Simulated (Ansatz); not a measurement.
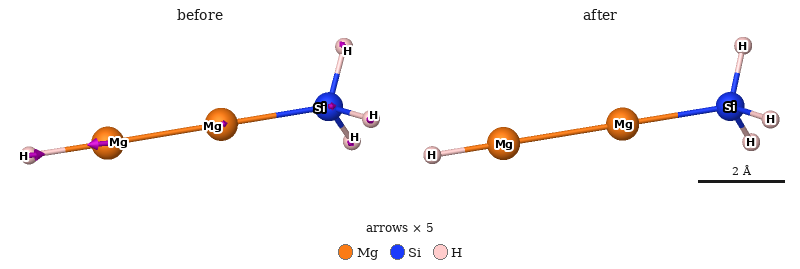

The structure of Mg$_{2}$SiH$_{4}$ before (left) and after (right) a relaxation, at one scale. The purple arrows give the displacements, magnified 5 times.

Style: ball-and-stick. Shown at a tilt.

Computed with Ansatz 0.2.0, RKS PBE0-D4/def2-TZVP.

Input file:
```yaml
crystal:
  periodic: [false, false, false]
  atoms:
    - {symbol: Mg, position_ang: [-3.006210, -1.338910, -1.058430]}
    - {symbol: Mg, position_ang: [-0.616700, -0.273330, -0.215690]}
    - {symbol: Si, position_ang: [1.646180, 0.729560, 0.577990]}
    - {symbol: H, position_ang: [-4.676720, -2.059310, -1.632310]}
    - {symbol: H, position_ang: [2.874130, 0.061370, 0.048430]}
    - {symbol: H, position_ang: [1.890220, 0.718330, 2.052510]}
    - {symbol: H, position_ang: [1.889100, 2.162300, 0.227490]}
basis:
  gaussian: {orbitals: def2-TZVP}
hamiltonian: {xc: pbe0, dispersion: d4}
relax: {f_tol: 0.005, max_steps: 200}
```

Launched with:
```bash
ansatz run in.yaml --threads 2 --pin off --events-out ev --progress --plain --max-ram 4352MiB
```

**Describe what moved and what it gained.**

The energy falls by 0.165 eV in 4 geometry steps. Largest force component: 1.4 eV/Å at the start, 0.0013 eV/Å at the end. The atom that moves furthest after the best rigid fit is Mg1 (0.10 Å). By element the largest moves are Mg 0.10 Å, H 0.08 Å, Si 0.04 Å. Some distances before and after: Mg1–H4 1.908 → 1.723 Å, Mg1–Mg2 2.749 → 2.884 Å, Mg2–Si3 2.599 → 2.606 Å. Among the angles between lasting bonds that change: H5–Si3–H6 102.2° → 105.0°, Mg2–Si3–H5 115.8° → 113.6°. Cost: 6.5 s on 2 threads of Intel Xeon 6975P-C, on a shared host.
